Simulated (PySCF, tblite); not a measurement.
# C6H8FSi+: geometry, infrared bands and NMR shifts

What infrared bands and NMR shifts should C6H8FSi+ (`FCC1=CC=CC[SiH+]1`) show?

Computed with tblite 0.8.0 and PySCF 2.14.0, with density-fitted response routines of our own, on a single molecule in the gas phase. Atoms count from 0, in the outputs and in this text.

## Step 1: Starting geometry

16 atoms, charge 1, multiplicity 1; geometry from: force field or distance geometry start.

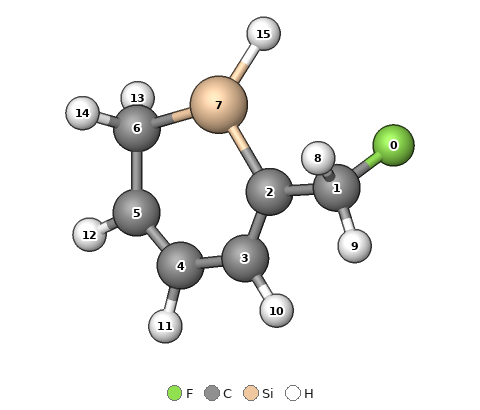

The starting geometry (fluorine green, carbon grey, silicon light orange, hydrogen white), atoms numbered.

## Step 2: Geometry optimisation with GFN2-xTB

The job: settings as JSON, then the geometry in Å.

```
{"job": {"kind": "relax", "xc": "GFN2-xTB", "basis": "xTB"}, "charge": 1, "multiplicity": 1}
F     -2.873600     0.803300     1.016100
C     -2.454500     0.205400    -0.149200
C     -0.991500     0.023200    -0.086500
C     -0.496800    -1.169800    -0.173800
C      0.915400    -1.402800    -0.113800
C      1.883100    -0.553400    -0.012400
C      1.905400     0.909700     0.105500
Si     0.141300     1.452600     0.079600
H     -2.675700     0.870100    -1.002200
H     -2.931100    -0.757700    -0.341200
H     -1.191500    -2.025500    -0.266000
H      1.218400    -2.479900    -0.193300
H      2.902700    -1.014200     0.007600
H      2.486000     1.265300     0.991100
H      2.387500     1.289300    -0.839200
H     -0.232800     2.593300     0.966300
```

Launch:

```sh
> OMP_NUM_THREADS=1 python probes_run.py task.json out
```

This one command runs all jobs of the session in turn.

The log of the run:

```text
step      E/eV     max force
  0    -622.37889    4.017
  1    -622.67486    2.376
  2    -622.82706    0.940
  3    -622.92683    0.886
  4    -623.03230    1.211
  5    -623.11105    0.681
  6    -623.12898    0.291
  7    -623.14074    0.262
  8    -623.15031    0.355
  9    -623.16139    0.415
 10    -623.16985    0.236
 11    -623.17582    0.219
 12    -623.18055    0.238
 13    -623.18542    0.200
 14    -623.19008    0.178
 15    -623.19458    0.232
 16    -623.19899    0.260
 17    -623.20323    0.194
 18    -623.20702    0.138
 19    -623.21015    0.160
 20    -623.21306    0.174
 21    -623.21630    0.152
 22    -623.21991    0.138
 23    -623.22341    0.145
 24    -623.22645    0.145
 25    -623.22931    0.166
 26    -623.23322    0.206
 27    -623.23956    0.233
 28    -623.24694    0.208
 29    -623.25212    0.192
 30    -623.25655    0.173
 31    -623.26014    0.180
 32    -623.26428    0.188
 33    -623.27047    0.216
 34    -623.27537    0.212
 35    -623.28183    0.215
 36    -623.29056    0.206
 37    -623.30063    0.228
 38    -623.30661    0.279
 39    -623.29859    0.581
 40    -623.31283    0.132
 41    -623.31510    0.119
 42    -623.32207    0.151
 43    -623.32354    0.118
 44    -623.32724    0.119
 45    -623.32930    0.128
 46    -623.33228    0.147
 47    -623.33489    0.141
 48    -623.33831    0.139
 49    -623.34086    0.130
 50    -623.34137    0.153
 51    -623.34363    0.097
 52    -623.34442    0.073
 53    -623.34581    0.088
 54    -623.34709    0.100
 55    -623.34856    0.094
 56    -623.34971    0.100
 57    -623.35068    0.106
 58    -623.35165    0.100
 59    -623.35245    0.069
 60    -623.35310    0.059
 61    -623.35351    0.050
 62    -623.35389    0.050
 63    -623.35433    0.045
 64    -623.35470    0.051
 65    -623.35500    0.049
 66    -623.35528    0.048
 67    -623.35560    0.045
 68    -623.35592    0.037
 69    -623.35618    0.035
 70    -623.35638    0.034
 71    -623.35659    0.035
 72    -623.35681    0.029
 73    -623.35697    0.026
 74    -623.35708    0.026
 75    -623.35717    0.030
 76    -623.35727    0.028
 77    -623.35737    0.024
 78    -623.35745    0.023
 79    -623.35749    0.017
 80    -623.35754    0.017
 81    -623.35760    0.019
 82    -623.35768    0.017
 83    -623.35773    0.018
 84    -623.35776    0.018
 85    -623.35780    0.015
 86    -623.35785    0.020
 87    -623.35789    0.015
 88    -623.35791    0.011
 89    -623.35792    0.010
 90    -623.35794    0.011
 91    -623.35796    0.017
 92    -623.35799    0.017
 93    -623.35800    0.010
```

Wall time 0.68 s (1 thread of Arm Neoverse V1, shared host); peak memory 0.18 GiB.

Step by step: (not every step is listed)

```
step  energy from step 0 (eV)  largest force (eV/Å)
   0                   0.0000                4.0171
   1                  -0.2960                2.3760
   2                  -0.4482                0.9397
   3                  -0.5479                0.8859
   4                  -0.6534                1.2111
   5                  -0.7322                0.6815
   6                  -0.7501                0.2915
   7                  -0.7619                0.2616
   8                  -0.7714                0.3546
  16                  -0.8201                0.2603
  24                  -0.8476                0.1450
  32                  -0.8854                0.1882
  40                  -0.9339                0.1324
  48                  -0.9594                0.1386
  56                  -0.9708                0.1005
  64                  -0.9758                0.0512
  72                  -0.9779                0.0292
  80                  -0.9787                0.0172
  88                  -0.9790                0.0106
  89                  -0.9790                0.0100
  90                  -0.9791                0.0107
  91                  -0.9791                0.0166
  92                  -0.9791                0.0166
  93                  -0.9791                0.0097
```

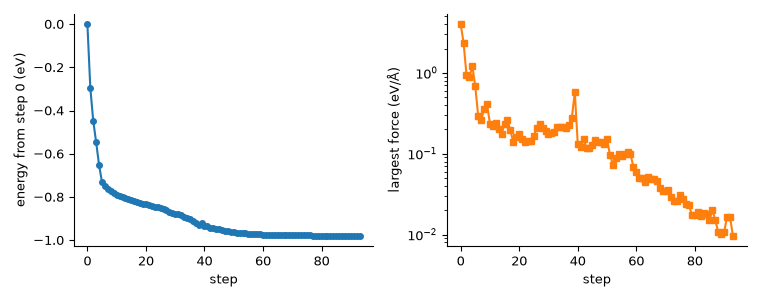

Energy and largest force along the relaxation.

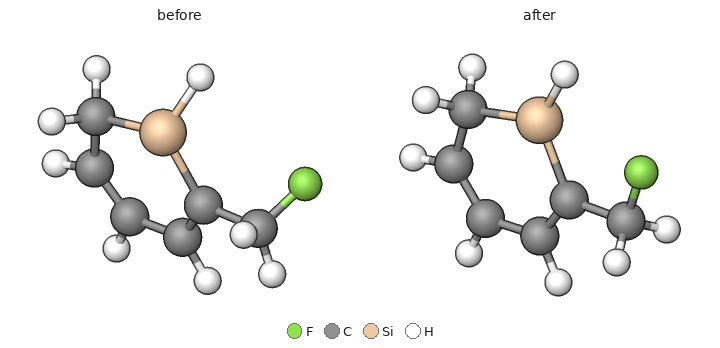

The geometry before (left) and after (right).

Close pairs (by a distance rule), those that changed most:

```
   bond  before (Å)  after (Å)  change (Å)
  C2–C3       1.294      1.359      +0.065
  C4–C5       1.292      1.343      +0.051
Si7–H15       1.492      1.448      -0.044
 C6–Si7       1.846      1.890      +0.044
 C4–H11       1.122      1.080      -0.041
 C5–H12       1.119      1.081      -0.038
 C6–H14       1.126      1.097      -0.030
  C5–C6       1.468      1.498      +0.030
```

The final coordinates are the input of the step that follows.

## Step 3: Infrared spectrum with GFN2-xTB

The job: settings as JSON, then the geometry in Å.

```
{"job": {"kind": "ir", "xc": "GFN2-xTB", "basis": "xTB"}, "charge": 1, "multiplicity": 1}
F     -2.680091     1.532104     0.249908
C     -2.480293     0.207158    -0.068881
C     -0.995880    -0.019278    -0.046767
C     -0.412540    -1.213485    -0.331163
C      0.996046    -1.486438    -0.330367
C      1.982069    -0.613690    -0.065870
C      1.836358     0.833240     0.291498
Si     0.050069     1.443031     0.392085
H     -2.918563     0.039434    -1.058144
H     -3.012301    -0.391298     0.677647
H     -1.053442    -2.048684    -0.584819
H      1.271290    -2.502481    -0.573564
H      3.004592    -0.961947    -0.108944
H      2.370299     0.997408     1.234830
H      2.414847     1.414544    -0.436663
H     -0.380060     2.779326     0.747805
```

The log of the run:

```text
mode    cm-1     km/mol
  1      69.1     12.82
  2      93.8      0.93
  3     168.6     31.67
  4     173.4      0.65
  5     301.0     23.01
  6     317.1     12.99
  7     412.3      0.23
  8     419.0      1.72
  9     451.1     10.18
 10     488.5     23.62
 11     561.0     10.44
 12     659.0     35.30
 13     663.1     98.39
 14     742.2     37.25
 15     764.0      8.55
 16     805.3     43.04
 17     897.0      6.08
 18     933.7      0.90
 19     949.0     14.61
 20     952.5      0.79
 21    1025.5     53.54
 22    1041.6      1.59
 23    1096.6      4.66
 24    1143.6      1.45
 25    1160.6      3.11
 26    1202.6     18.14
 27    1255.5     26.92
 28    1264.8      2.36
 29    1297.9     13.44
 30    1353.9     54.70
 31    1360.1     30.20
 32    1407.9     13.79
 33    1527.1     86.62
 34    1628.5     38.40
 35    2418.4     58.48
 36    2912.1      4.67
 37    2942.3      0.60
 38    2944.8      9.17
 39    2952.1      2.85
 40    3062.9      0.65
 41    3076.8      0.83
 42    3095.9      0.04
```

It took 0.59 s on 1 thread of Arm Neoverse V1, shared host; peak memory 0.18 GiB.

The strongest bands and the atoms that carry them (share of the mass-weighted mode):

```
cm⁻¹  km/mol                                  atoms
 663    98.4  C6 24 %, H13 18 %, H14 17 %, H12 14 %
 742    37.2    Si7 26 %, C6 19 %, C4 14 %, C5 11 %
 805    43.0    C6 27 %, C4 21 %, Si7 14 %, C3 14 %
1026    53.5                       C1 50 %, F0 36 %
1354    54.7           H13 27 %, H14 27 %, H12 10 %
1527    86.6              C3 41 %, C2 31 %, C4 16 %
1628    38.4     C5 36 %, C4 35 %, C2 11 %, C3 11 %
2418    58.5                               H15 96 %
```

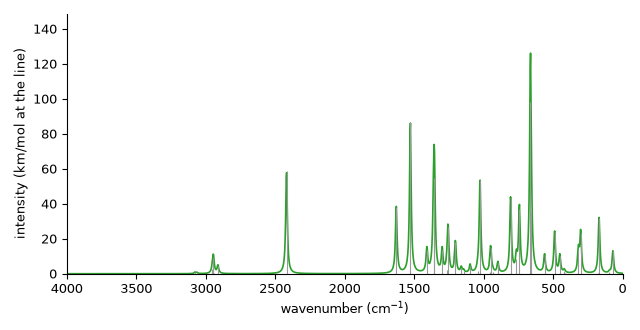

The infrared spectrum from these modes, unscaled. Lines are broadened to a width of 14 cm⁻¹ (Lorentzian).

## Step 4: Shielding tensors: PBE0/pcSseg-1

Settings changed since step 3:

```diff
@@ -1,2 +1,2 @@
-{"job": {"kind": "ir", "xc": "GFN2-xTB", "basis": "xTB"}, "charge": 1, "multiplicity": 1}
+{"job": {"kind": "nmr", "xc": "PBE0", "basis": "pcSseg-1"}, "charge": 1, "multiplicity": 1}
 F     -2.680091     1.532104     0.249908
```

Level: GIAO PBE0/pcSseg-1 NMR shielding, non-relativistic, gas phase.

The log of the run:

```text
coarse grid: 14192 points
cycle   1  E = -621.7967736635  dE =  1.335e+00  |g| = 5.432e-01  |ddm| = 3.786e+00
cycle   2  E = -621.7138680772  dE =  8.291e-02  |g| = 7.988e-01  |ddm| = 1.317e+00
cycle   3  E = -621.8640284906  dE = -1.502e-01  |g| = 1.001e-01  |ddm| = 8.632e-01
cycle   4  E = -621.8663731969  dE = -2.345e-03  |g| = 6.030e-02  |ddm| = 1.699e-01
cycle   5  E = -621.8672666592  dE = -8.935e-04  |g| = 9.826e-03  |ddm| = 5.866e-02
cycle   6  E = -621.8672824681  dE = -1.581e-05  |g| = 5.133e-03  |ddm| = 1.265e-02
cycle   7  E = -621.8672895194  dE = -7.051e-06  |g| = 1.214e-03  |ddm| = 5.447e-03
final grid: 133760 points
cycle   8  E = -621.9216129664  dE = -3.761e-05  |g| = 7.124e-03  |ddm| = 3.238e-02
cycle   9  E = -621.9216044718  dE =  8.495e-06  |g| = 9.198e-03  |ddm| = 1.401e-02
cycle  10  E = -621.9216257003  dE = -2.123e-05  |g| = 1.375e-03  |ddm| = 8.855e-03
cycle  11  E = -621.9216261674  dE = -4.671e-07  |g| = 3.409e-04  |ddm| = 1.836e-03
cycle  12  E = -621.9216261928  dE = -2.544e-08  |g| = 1.472e-04  |ddm| = 3.810e-04
cycle  13  E = -621.9216261976  dE = -4.750e-09  |g| = 3.905e-05  |ddm| = 1.432e-04
cycle  14  E = -621.9216261980  dE = -3.911e-10  |g| = 1.293e-05  |ddm| = 4.667e-05
converged SCF energy = -621.9216261980

GIAO shielding tensors (ppm)
atom      isotropic    diamagn.    paramagn.     s11        s22        s33       span
  0 F      399.013     471.647     -72.634    345.695    398.686    452.659    106.964
  1 C       99.312     239.394    -140.082     73.049     79.683    145.205     72.156
  2 C       15.348     264.206    -248.859    -81.340     -5.514    132.898    214.238
  3 C       20.154     252.363    -232.209    -98.863     -5.601    164.926    263.789
  4 C       53.432     254.265    -200.832    -56.418     42.595    174.121    230.539
  5 C       19.420     255.903    -236.483    -90.680    -15.428    164.369    255.049
  6 C      146.347     261.479    -115.132    103.411    153.106    182.525     79.114
  7 Si      87.738     882.295    -794.558   -142.082     42.419    362.875    504.957
  8 H       25.703      26.521      -0.818     21.514     25.933     29.663      8.149
  9 H       25.679      26.469      -0.791     21.519     25.884     29.632      8.113
 10 H       22.896      30.717      -7.820     20.406     20.733     27.550      7.144
 11 H       23.975      28.750      -4.775     21.293     23.964     26.667      5.374
 12 H       23.607      28.873      -5.267     20.385     22.703     27.733      7.349
 13 H       27.964      28.583      -0.619     23.038     26.004     34.851     11.813
 14 H       28.047      28.611      -0.564     23.177     25.932     35.033     11.857
 15 H       23.118      27.522      -4.404     20.507     23.338     25.509      5.002
```

It took 36 s on 1 thread of Arm Neoverse V1, shared host; peak memory 0.84 GiB.

The references, computed at this level on geometries of the same kind, shield at (ppm): 1H TMS 31.72, 13C TMS 186.9, 29Si TMS 349.2, 19F CFCl3 170.9. Their shielding less the atom's gives the shift. The references are single molecules in the gas phase, so shifts against H2O, NH3, PH3, H3PO4 or CFCl3 are not on the usual liquid scales and can be off by tens of ppm. Atoms listed in one row are averaged.

```
   atoms                                                environment  σ (ppm)  δ (ppm)
      C2                            fully substituted alkene carbon     15.3    171.6
      C5                                                  alkene CH     19.4    167.5
      C3                                                  alkene CH     20.2    166.8
      C4                                                  alkene CH     53.4    133.5
      C1                                allylic sp3 CH2 bonded to F     99.3     87.6
      C6                               allylic sp3 CH2 bonded to Si    146.3     40.6
     H10                                   hydrogen on an alkene CH    22.90     8.82
     H15  hydrogen on a silicon bonded to 2 C, in a 6-membered ring    23.12     8.60
     H12                                   hydrogen on an alkene CH    23.61     8.11
     H11                                   hydrogen on an alkene CH    23.97     7.74
  H8, H9                 hydrogen on an allylic sp3 CH2 bonded to F    25.69     6.03
H13, H14                hydrogen on an allylic sp3 CH2 bonded to Si    28.01     3.71
      F0                                  fluorine on an sp3 carbon    399.0   -228.1
     Si7             silicon bonded to 2 C, H, in a 6-membered ring     87.7    261.4
```

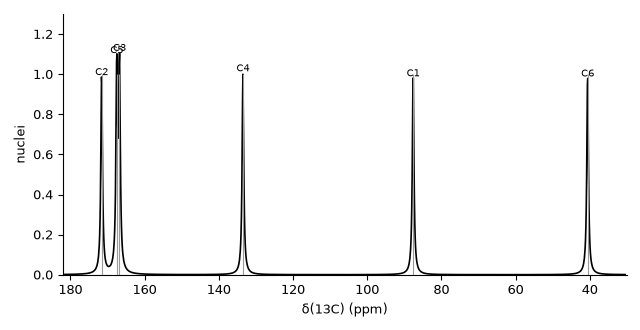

13C lines at the computed shifts, without couplings. Lines are broadened to a width of 0.52 ppm (Lorentzian).

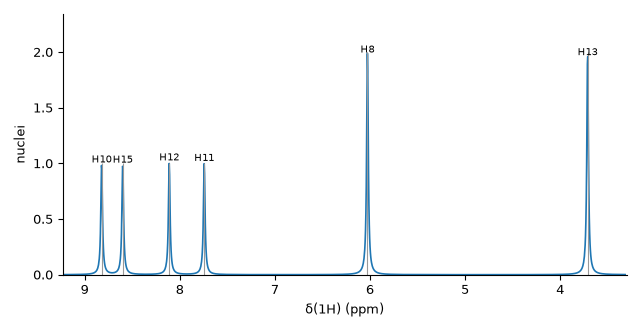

1H lines at the computed shifts, without couplings. Lines are broadened to a width of 0.02 ppm (Lorentzian).

Charges from the same density, by scheme (e):

```
atoms  Mulliken    IAO  Hirshfeld  ESP fit
   F0     -0.33  -0.31      -0.08    -0.20
   C1      0.29   0.04       0.04     0.00
   C2     -0.66  -0.29      -0.09    -0.31
   C3      0.12  -0.04       0.04     0.22
   C4     -0.13  -0.16      -0.02    -0.48
   C5     -0.07  -0.06       0.03     0.23
   C6     -0.56  -0.57      -0.13    -0.61
  Si7      1.00   1.01       0.60     0.90
```

IAO charges:

F0 -0.31; C1 0.04; C2 -0.29; C3 -0.04; C4 -0.16; C5 -0.06; C6 -0.57; Si7 1.01; H8 0.18; H9 0.18; H10 0.19; H11 0.19; H12 0.19; H13 0.22; H14 0.22; H15 -0.01

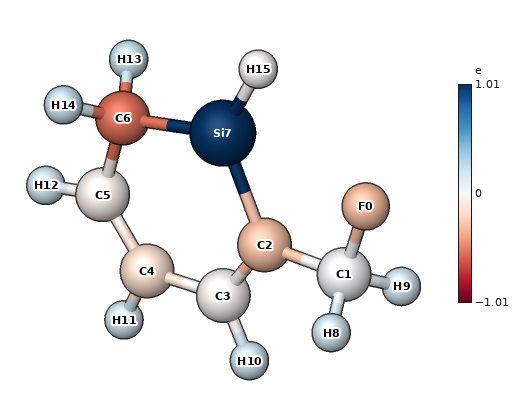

IAO charges, as colours on the atoms.

Mayer bond orders: F0–C1 0.86, C1–C2 0.99, C2–C3 1.52, C3–C4 1.25, C4–C5 1.75, C5–C6 1.08, C6–Si7 0.95, Si7–C2 1.13.

Ring of atoms C2, C3, C4, C5, C6, Si7: NICS(0) 0.6, NICS(1) -2.9, NICS(1)zz -4.7 ppm (means of both faces).

The fields below are evaluated on a grid from the run's orbitals.

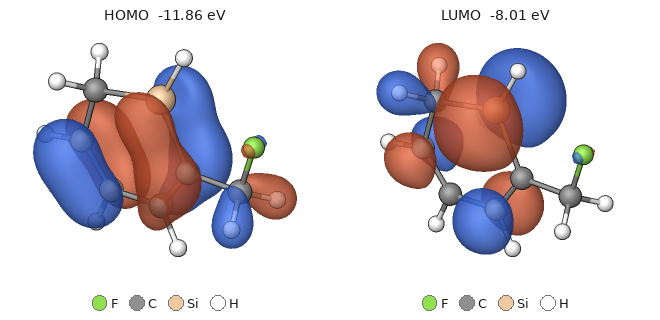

PBE0/pcSseg-1 orbitals near the gap, drawn at the value that encloses 70 % of each; the two colours are the two signs.

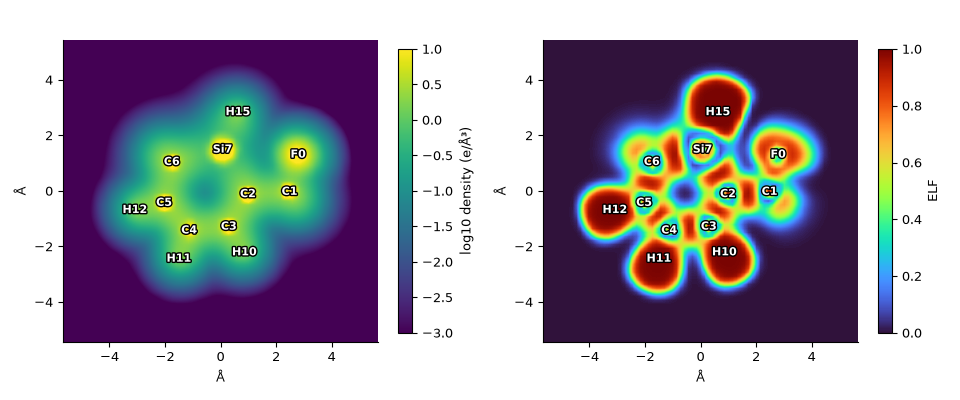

Density (left) and ELF (right) in a plane through or near 12 of the atoms.

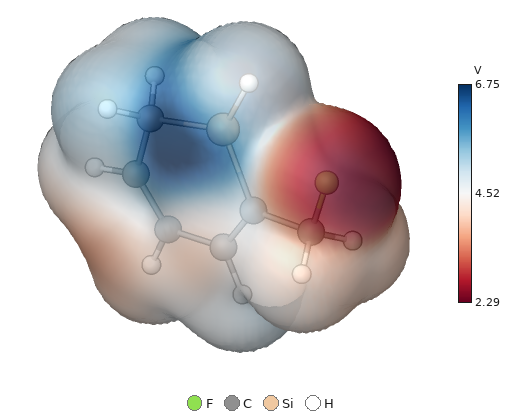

Electrostatic potential on the surface of density 0.002 e/bohr³; red is low, blue high. It runs from 2.29 V near F0 to 6.75 V near Si7.

## Step 5: Summary of results

```
                                                              quantity                                       value
                             strongest single infrared mode (GFN2-xTB)                         663 cm⁻¹, 98 km/mol
                                          zero-point energy (GFN2-xTB)                               74.3 kcal/mol
                                13C shifts against TMS (PBE0/pcSseg-1)  171.6, 167.5, 166.8, 133.5, 87.6, 40.6 ppm
1H shifts against TMS (PBE0/pcSseg-1, means over atoms taken as alike)      8.82, 8.60, 8.11, 7.74, 6.03, 3.71 ppm
                              19F shifts against CFCl3 (PBE0/pcSseg-1)                                  -228.1 ppm
                               29Si shifts against TMS (PBE0/pcSseg-1)                                   261.4 ppm
```

The optimisation took 93 steps and gained 0.979 eV; among the close pairs (by a distance rule), C2–C3 changed most, from 1.294 to 1.359 Å. No mode is imaginary among the 42: a minimum at this level. The strongest single mode, at 663 cm⁻¹, has its largest shares on C6, H13, H14 and H12 (the list is cut at 4 atoms). Unscaled tight-binding wavenumbers are off by several per cent, some by more. Its intensities can rank the bands wrongly. At PBE0/pcSseg-1: Shielding is most anisotropic at Si7 (span 505 ppm, paramagnetic term -795 ppm). At PBE0/pcSseg-1, counted by nearest atom on the grid, the HOMO lies on C2, C5 about 23 % each; C4 17 %, the LUMO on Si7 42 %; C3 17 %.
